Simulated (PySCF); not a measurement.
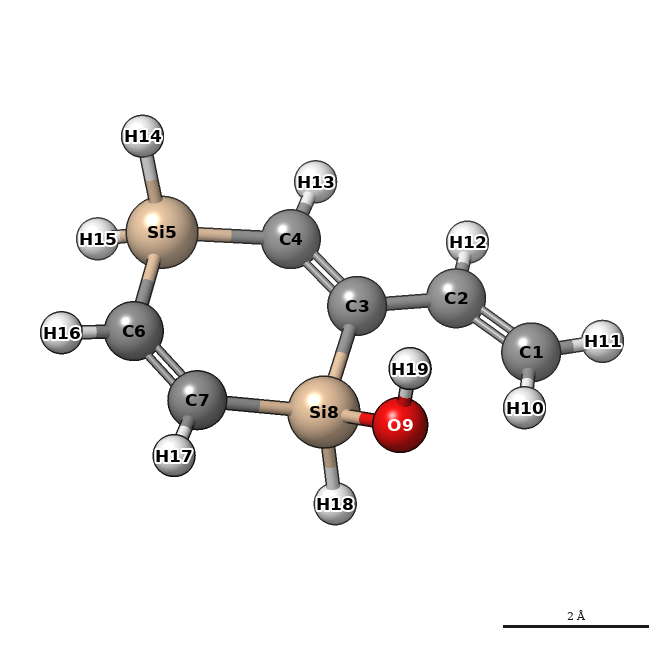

Atoms carry their numbers in the input. The computed structure is the end point of a PBE0-D3(BJ)/def2-SVP optimisation. No frequency run is at hand to confirm it as a minimum.

List the bonds and their lengths. Leave out bonds to hydrogen.

```csv
bond,length (Å),order
C1–C2,1.341,double
C2–C3,1.468,single
C3–C4,1.357,double
C3–Si8,1.890,single
C4–Si5,1.866,single
Si5–C6,1.870,single
C6–C7,1.347,double
C7–Si8,1.870,single
Si8–O9,1.675,single
```
